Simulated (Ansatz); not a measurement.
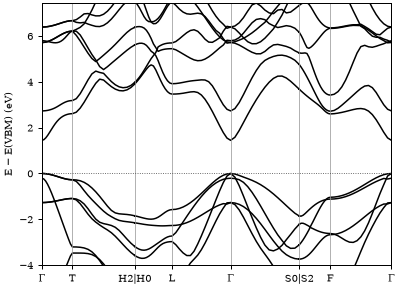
Figure: Band structure from DFT-LDA in the program Ansatz with PAW potentials

Read off the gap and where the band edges lie.

About 1.4 eV (1.45 eV by a search for the band edges); maximum at Γ, minimum at Γ.

The material is Zn2SeS in space group R3m (No. 160; Zn on 3a, Zn on 3a, Se on 3a, S on 3a).

The first step of the workflow began from a Materials Project structure, measured or hypothetical; the Crystallography Open Database copy checked does not list it. Its standing as an ambient phase is unchecked. The cell was relaxed with LDA under the symmetry of its start; of distortions, only those at the zone centre were tested. Spin–orbit coupling is left out wherever it is not named.

Potentials: the later of the program's two PAW sets.
